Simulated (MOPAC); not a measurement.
# Geometry relaxation of C₅H₉N (charge +1) (part 3 of 3)

The same run, continued: C₅H₉N, charge +1, multiplicity 2; PM6-D3, unrestricted, dispersion D3 (MOPAC 23.2.5). The starting geometry was optimised with PM6-D3.

Geometry of the input (Å):
```
C  2.2017  -0.4019  1.7196
N  1.2889  -0.2359  1.0060
C  0.1450  -0.0274  0.1116
C  -0.9731  -1.0003  0.5232
C  0.6024  -0.3064  -1.3303
C  -0.3234  1.4304  0.2592
H  -0.6472  -2.0450  0.4531
H  -1.8513  -0.8847  -0.1206
H  -1.2969  -0.8314  1.5571
H  0.9648  -1.3345  -1.4486
H  -0.2206  -0.1630  -2.0383
H  1.4185  0.3607  -1.6327
H  -0.6258  1.6564  1.2887
H  -1.1815  1.6349  -0.3895
H  0.4691  2.1396  -0.0077
```

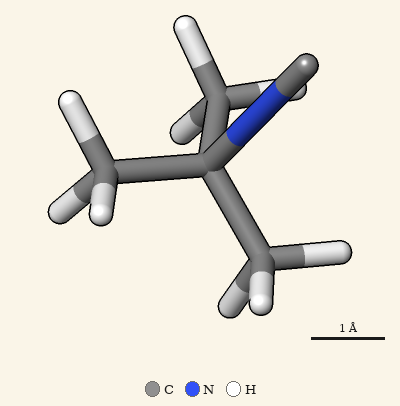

The geometry at step 27 of the log (stick view, seen at a tilt).

Trajectory as extended XYZ, continued
```
15
Properties=species:S:1:pos:R:3:forces:R:3 step=21 energy=10.86268
C     2.1985   -0.4021    1.7201    0.0009   0.0017  -0.0016
N     1.3105   -0.2395    1.0218    0.0030  -0.0014   0.0008
C     0.0568   -0.0109    0.0417   -0.0018   0.0005   0.0005
C    -0.9591   -1.0063    0.5376    0.0013  -0.0001   0.0016
C     0.6196   -0.3104   -1.3229   -0.0003   0.0010   0.0008
C    -0.3079    1.4322    0.2731    0.0002  -0.0008  -0.0001
H    -0.6410   -2.0592    0.4644   -0.0023  -0.0001  -0.0003
H    -1.8823   -0.9456   -0.0766   -0.0027  -0.0006  -0.0005
H    -1.2976   -0.8366    1.5728   -0.0006  -0.0010   0.0001
H     0.9779   -1.3448   -1.4523    0.0008  -0.0006   0.0000
H    -0.1684   -0.1848   -2.0954    0.0015   0.0013   0.0009
H     1.4342    0.3613   -1.6393   -0.0003   0.0011   0.0004
H    -0.6235    1.6643    1.3034    0.0003   0.0006  -0.0005
H    -1.1772    1.7112   -0.3592   -0.0001  -0.0010  -0.0015
H     0.4810    2.1525    0.0010    0.0000  -0.0006  -0.0007
15
Properties=species:S:1:pos:R:3:forces:R:3 step=22 energy=10.86268
C     2.1986   -0.4021    1.7199    0.0019   0.0007  -0.0013
N     1.3105   -0.2395    1.0217    0.0015  -0.0004   0.0023
C     0.0566   -0.0109    0.0418   -0.0009   0.0007   0.0001
C    -0.9593   -1.0064    0.5377    0.0010  -0.0010   0.0010
C     0.6197   -0.3104   -1.3227   -0.0001   0.0015   0.0002
C    -0.3079    1.4322    0.2730   -0.0005  -0.0011  -0.0005
H    -0.6409   -2.0592    0.4643   -0.0028  -0.0002  -0.0001
H    -1.8825   -0.9456   -0.0764   -0.0015  -0.0004  -0.0005
H    -1.2978   -0.8368    1.5729   -0.0001  -0.0004   0.0003
H     0.9782   -1.3447   -1.4521   -0.0001   0.0001  -0.0003
H    -0.1683   -0.1845   -2.0952    0.0018   0.0003  -0.0001
H     1.4344    0.3615   -1.6390   -0.0011   0.0002   0.0006
H    -0.6236    1.6645    1.3033    0.0004   0.0004  -0.0002
H    -1.1772    1.7112   -0.3594    0.0006  -0.0008  -0.0009
H     0.4811    2.1522    0.0008   -0.0003   0.0004  -0.0005
15
Properties=species:S:1:pos:R:3:forces:R:3 step=23 energy=10.86267
C     2.1988   -0.4022    1.7197    0.0015   0.0011   0.0001
N     1.3105   -0.2395    1.0218    0.0009  -0.0008   0.0006
C     0.0565   -0.0109    0.0419   -0.0001   0.0000   0.0004
C    -0.9593   -1.0064    0.5378   -0.0006  -0.0007  -0.0001
C     0.6198   -0.3103   -1.3226    0.0005   0.0001  -0.0001
C    -0.3079    1.4322    0.2729   -0.0003  -0.0001  -0.0005
H    -0.6411   -2.0592    0.4642   -0.0023  -0.0007   0.0000
H    -1.8828   -0.9457   -0.0762    0.0002   0.0000   0.0001
H    -1.2979   -0.8370    1.5730    0.0005   0.0000   0.0003
H     0.9783   -1.3446   -1.4521   -0.0007   0.0011  -0.0001
H    -0.1681   -0.1842   -2.0951    0.0015  -0.0001  -0.0007
H     1.4345    0.3616   -1.6387   -0.0010   0.0001   0.0005
H    -0.6236    1.6647    1.3031    0.0001   0.0004   0.0001
H    -1.1772    1.7111   -0.3596    0.0007  -0.0007  -0.0005
H     0.4812    2.1521    0.0006   -0.0009   0.0004  -0.0003
15
Properties=species:S:1:pos:R:3:forces:R:3 step=24 energy=10.86267
C     2.1989   -0.4022    1.7196    0.0012   0.0008  -0.0008
N     1.3106   -0.2396    1.0219   -0.0007   0.0000   0.0008
C     0.0565   -0.0109    0.0420   -0.0001  -0.0007  -0.0001
C    -0.9594   -1.0065    0.5378   -0.0003  -0.0005   0.0002
C     0.6198   -0.3102   -1.3225   -0.0010  -0.0002   0.0001
C    -0.3080    1.4322    0.2728   -0.0004  -0.0005   0.0001
H    -0.6413   -2.0593    0.4641   -0.0015  -0.0004   0.0001
H    -1.8829   -0.9458   -0.0761    0.0003   0.0006  -0.0002
H    -1.2980   -0.8372    1.5730    0.0010   0.0002   0.0001
H     0.9784   -1.3445   -1.4521   -0.0004   0.0005  -0.0001
H    -0.1680   -0.1840   -2.0951    0.0016  -0.0004  -0.0002
H     1.4344    0.3618   -1.6385    0.0004   0.0006   0.0001
H    -0.6236    1.6649    1.3029    0.0001   0.0003  -0.0001
H    -1.1772    1.7110   -0.3599    0.0006  -0.0005   0.0000
H     0.4812    2.1520    0.0004   -0.0007   0.0003   0.0000
15
Properties=species:S:1:pos:R:3:forces:R:3 step=25 energy=10.86267
C     2.1992   -0.4023    1.7195   -0.0002   0.0007   0.0004
N     1.3106   -0.2396    1.0221   -0.0006   0.0002  -0.0015
C     0.0564   -0.0110    0.0421    0.0001  -0.0005  -0.0001
C    -0.9595   -1.0065    0.5378   -0.0006  -0.0006   0.0000
C     0.6198   -0.3101   -1.3224   -0.0001   0.0000  -0.0002
C    -0.3080    1.4322    0.2726    0.0000  -0.0005   0.0004
H    -0.6416   -2.0593    0.4640   -0.0009  -0.0001   0.0002
H    -1.8831   -0.9458   -0.0761    0.0008   0.0009   0.0002
H    -1.2980   -0.8373    1.5731    0.0010   0.0003   0.0000
H     0.9784   -1.3443   -1.4521   -0.0001  -0.0003   0.0000
H    -0.1678   -0.1838   -2.0951    0.0009  -0.0005  -0.0001
H     1.4344    0.3620   -1.6382    0.0006   0.0003   0.0000
H    -0.6236    1.6651    1.3027   -0.0003   0.0002   0.0002
H    -1.1771    1.7109   -0.3602    0.0001  -0.0001   0.0004
H     0.4812    2.1520    0.0001   -0.0007   0.0000   0.0001
15
Properties=species:S:1:pos:R:3:forces:R:3 step=26 energy=10.86267
C     2.1992   -0.4022    1.7195    0.0014   0.0008  -0.0017
N     1.3106   -0.2396    1.0220   -0.0016  -0.0002   0.0009
C     0.0564   -0.0110    0.0420   -0.0004  -0.0004   0.0002
C    -0.9595   -1.0065    0.5378   -0.0001   0.0001   0.0000
C     0.6198   -0.3101   -1.3224    0.0003  -0.0003  -0.0001
C    -0.3080    1.4322    0.2727   -0.0004  -0.0002   0.0000
H    -0.6416   -2.0593    0.4640   -0.0008  -0.0004   0.0000
H    -1.8830   -0.9457   -0.0761    0.0002   0.0008   0.0002
H    -1.2980   -0.8372    1.5731    0.0007   0.0000   0.0002
H     0.9783   -1.3444   -1.4521    0.0001   0.0000  -0.0002
H    -0.1678   -0.1839   -2.0951    0.0007  -0.0001  -0.0002
H     1.4344    0.3620   -1.6382    0.0005   0.0002   0.0003
H    -0.6236    1.6651    1.3028   -0.0003   0.0003   0.0000
H    -1.1771    1.7109   -0.3601    0.0002  -0.0003   0.0003
H     0.4811    2.1520    0.0002   -0.0004  -0.0003   0.0000
15
Properties=species:S:1:pos:R:3:forces:R:3 step=27 energy=10.86267
C     2.1992   -0.4022    1.7194    0.0004   0.0004  -0.0015
N     1.3106   -0.2397    1.0220    0.0000  -0.0001   0.0010
C     0.0564   -0.0110    0.0421    0.0000   0.0002   0.0003
C    -0.9596   -1.0065    0.5378    0.0013   0.0011   0.0005
C     0.6198   -0.3101   -1.3224    0.0004  -0.0006   0.0001
C    -0.3080    1.4322    0.2727   -0.0011   0.0002  -0.0004
H    -0.6417   -2.0594    0.4641   -0.0007  -0.0007  -0.0003
H    -1.8829   -0.9456   -0.0761   -0.0013   0.0003  -0.0002
H    -1.2979   -0.8372    1.5731    0.0000  -0.0003   0.0004
H     0.9783   -1.3444   -1.4521    0.0004   0.0000  -0.0002
H    -0.1677   -0.1839   -2.0952    0.0004   0.0002   0.0000
H     1.4344    0.3620   -1.6381    0.0004  -0.0001   0.0000
H    -0.6236    1.6651    1.3028   -0.0002  -0.0001  -0.0003
H    -1.1770    1.7108   -0.3601   -0.0001  -0.0002   0.0004
H     0.4811    2.1520    0.0002    0.0000  -0.0005   0.0000
15
Properties=species:S:1:pos:R:3:forces:R:3 step=29 energy=10.86267
C     2.1994   -0.4021    1.7191    0.0003   0.0000  -0.0001
N     1.3105   -0.2397    1.0220    0.0005   0.0003   0.0006
C     0.0563   -0.0111    0.0421    0.0001   0.0003  -0.0003
C    -0.9597   -1.0065    0.5378    0.0003   0.0000   0.0000
C     0.6200   -0.3101   -1.3223    0.0006   0.0000  -0.0001
C    -0.3080    1.4321    0.2727   -0.0001  -0.0001  -0.0001
H    -0.6420   -2.0595    0.4639   -0.0006   0.0005  -0.0002
H    -1.8832   -0.9453   -0.0760   -0.0002   0.0002   0.0003
H    -1.2978   -0.8373    1.5732    0.0001  -0.0001  -0.0001
H     0.9785   -1.3443   -1.4521    0.0003  -0.0001   0.0001
H    -0.1673   -0.1837   -2.0953   -0.0003   0.0000   0.0000
H     1.4346    0.3622   -1.6377    0.0002  -0.0007  -0.0003
H    -0.6237    1.6653    1.3027   -0.0003  -0.0008   0.0001
H    -1.1770    1.7108   -0.3602   -0.0011   0.0001  -0.0001
H     0.4811    2.1519    0.0001    0.0002   0.0004   0.0000
15
Properties=species:S:1:pos:R:3:forces:R:3 step=30 energy=10.86267
C     2.1994   -0.4021    1.7191    0.0011   0.0006  -0.0008
N     1.3105   -0.2397    1.0221   -0.0004  -0.0002   0.0009
C     0.0563   -0.0111    0.0421    0.0001   0.0000   0.0000
C    -0.9597   -1.0065    0.5378    0.0000   0.0001  -0.0001
C     0.6200   -0.3101   -1.3223    0.0003  -0.0001   0.0000
C    -0.3080    1.4321    0.2727    0.0000   0.0000  -0.0001
H    -0.6421   -2.0595    0.4639   -0.0006   0.0002  -0.0003
H    -1.8832   -0.9453   -0.0759   -0.0003   0.0003   0.0002
H    -1.2979   -0.8373    1.5732    0.0004  -0.0001   0.0000
H     0.9785   -1.3443   -1.4521    0.0002  -0.0002   0.0001
H    -0.1674   -0.1837   -2.0953    0.0000   0.0000  -0.0001
H     1.4346    0.3621   -1.6378    0.0003  -0.0004   0.0000
H    -0.6237    1.6653    1.3027   -0.0003  -0.0005   0.0000
H    -1.1770    1.7107   -0.3602   -0.0008   0.0001  -0.0001
H     0.4811    2.1519    0.0001   -0.0001   0.0002   0.0000
15
Properties=species:S:1:pos:R:3:forces:R:3 step=31 energy=10.86268
C     2.2000   -0.4021    1.7189    0.0038   0.0003  -0.0005
N     1.3102   -0.2398    1.0230   -0.0039   0.0020  -0.0050
C     0.0565   -0.0110    0.0421    0.0016  -0.0012   0.0013
C    -0.9595   -1.0062    0.5379   -0.0076   0.0010  -0.0011
C     0.6203   -0.3102   -1.3224   -0.0054  -0.0022   0.0023
C    -0.3084    1.4321    0.2724    0.0045   0.0030  -0.0007
H    -0.6429   -2.0591    0.4627    0.0026  -0.0061   0.0005
H    -1.8836   -0.9442   -0.0749   -0.0021   0.0014  -0.0035
H    -1.2980   -0.8378    1.5733    0.0052   0.0005   0.0013
H     0.9789   -1.3443   -1.4524   -0.0024  -0.0015   0.0011
H    -0.1676   -0.1832   -2.0949    0.0029  -0.0020   0.0006
H     1.4350    0.3613   -1.6385    0.0035   0.0056   0.0015
H    -0.6242    1.6645    1.3027    0.0008   0.0026  -0.0020
H    -1.1779    1.7102   -0.3603    0.0052   0.0002   0.0022
H     0.4812    2.1519   -0.0001   -0.0088  -0.0034   0.0021
15
Properties=species:S:1:pos:R:3:forces:R:3 step=32 energy=10.86267
C     2.1995   -0.4021    1.7191    0.0001   0.0005   0.0013
N     1.3104   -0.2397    1.0222    0.0003  -0.0001  -0.0022
C     0.0564   -0.0111    0.0421    0.0001  -0.0005   0.0003
C    -0.9596   -1.0065    0.5378   -0.0014   0.0001  -0.0002
C     0.6200   -0.3101   -1.3223   -0.0004  -0.0005  -0.0001
C    -0.3081    1.4321    0.2726    0.0002   0.0001   0.0000
H    -0.6423   -2.0594    0.4636    0.0003  -0.0006   0.0003
H    -1.8833   -0.9450   -0.0758   -0.0004   0.0003  -0.0005
H    -1.2978   -0.8374    1.5732    0.0010   0.0001   0.0001
H     0.9786   -1.3444   -1.4522   -0.0001  -0.0001   0.0004
H    -0.1674   -0.1837   -2.0952    0.0005  -0.0004  -0.0002
H     1.4347    0.3620   -1.6379    0.0007   0.0006   0.0006
H    -0.6238    1.6651    1.3027   -0.0002   0.0004  -0.0002
H    -1.1772    1.7106   -0.3602    0.0005   0.0002   0.0004
H     0.4811    2.1519    0.0001   -0.0011  -0.0002   0.0001
15
Properties=species:S:1:pos:R:3:forces:R:3 step=33 energy=10.86267
C     2.1993   -0.4020    1.7191    0.0018   0.0006  -0.0033
N     1.3105   -0.2397    1.0219   -0.0018  -0.0006   0.0047
C     0.0563   -0.0111    0.0421    0.0007   0.0005  -0.0004
C    -0.9597   -1.0065    0.5378    0.0016   0.0002   0.0001
C     0.6200   -0.3101   -1.3223   -0.0001   0.0003   0.0002
C    -0.3080    1.4321    0.2727   -0.0002   0.0003  -0.0005
H    -0.6421   -2.0595    0.4640   -0.0009   0.0004  -0.0007
H    -1.8832   -0.9454   -0.0759   -0.0005   0.0006   0.0004
H    -1.2978   -0.8373    1.5732   -0.0001  -0.0002   0.0002
H     0.9785   -1.3443   -1.4520    0.0004  -0.0003  -0.0003
H    -0.1672   -0.1838   -2.0954    0.0000   0.0002   0.0004
H     1.4347    0.3622   -1.6376    0.0003  -0.0007  -0.0005
H    -0.6237    1.6653    1.3028   -0.0002  -0.0009   0.0000
H    -1.1770    1.7109   -0.3601   -0.0011  -0.0003  -0.0003
H     0.4811    2.1519    0.0001    0.0001   0.0000   0.0001
15
Properties=species:S:1:pos:R:3:forces:R:3 step=34 energy=10.86267
C     2.1995   -0.4020    1.7191    0.0005   0.0008  -0.0001
N     1.3104   -0.2397    1.0221    0.0000  -0.0004  -0.0003
C     0.0563   -0.0111    0.0421   -0.0002  -0.0002   0.0003
C    -0.9597   -1.0065    0.5378   -0.0004   0.0001  -0.0002
C     0.6200   -0.3101   -1.3223    0.0000  -0.0002   0.0002
C    -0.3081    1.4321    0.2727    0.0001   0.0002  -0.0001
H    -0.6423   -2.0594    0.4637   -0.0001  -0.0001  -0.0001
H    -1.8833   -0.9451   -0.0758   -0.0004   0.0003  -0.0001
H    -1.2978   -0.8374    1.5733    0.0006   0.0000   0.0001
H     0.9785   -1.3444   -1.4521    0.0001  -0.0002   0.0001
H    -0.1673   -0.1837   -2.0953    0.0003  -0.0001  -0.0001
H     1.4347    0.3620   -1.6378    0.0005   0.0001   0.0002
H    -0.6237    1.6651    1.3027   -0.0002   0.0000  -0.0001
H    -1.1772    1.7107   -0.3602    0.0000   0.0000   0.0001
H     0.4811    2.1519    0.0001   -0.0007  -0.0002   0.0000
```

Results in brief

- outcome: converged
- total energy: −33.201274 hartree
- dispersion energy: −0.005638 hartree
- heat of formation: 250.50 kcal/mol
- basis functions: 33
- largest force: 0.001 eV/Å
- ⟨S²⟩: 0.770
- hardware: 1 thread of Arm Neoverse N1, 90 GiB of memory available, shared host
- peak memory: 0.099 GiB

Remarks

MOPAC's energies along a path are heats of formation.
